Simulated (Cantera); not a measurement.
Input: 1 mol Zr, 2.8 mol N2O, 1.9 mol N2, equilibrated at 0.110 Pa.

Equilibrium computed with Cantera from the NASA thermochemical tables; the gas is ideal and each condensed phase is pure. Candidate condensed phases: Zr, ZrN, ZrO2; 13 gas species. Rates play no part.

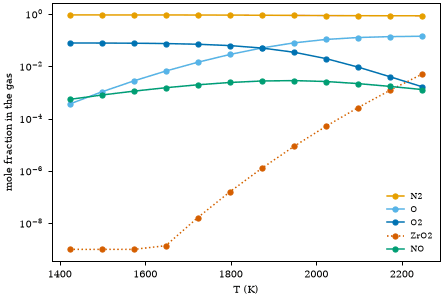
*Equilibrium gas composition (values under 1e-9 drawn at 1e-9)*

### Question
Read off the mole fractions at 2248 K.

### Answer
N2 about 0.85, O about 0.14, ZrO2 about 0.0051, O2 about 0.0016, NO about 0.0013.
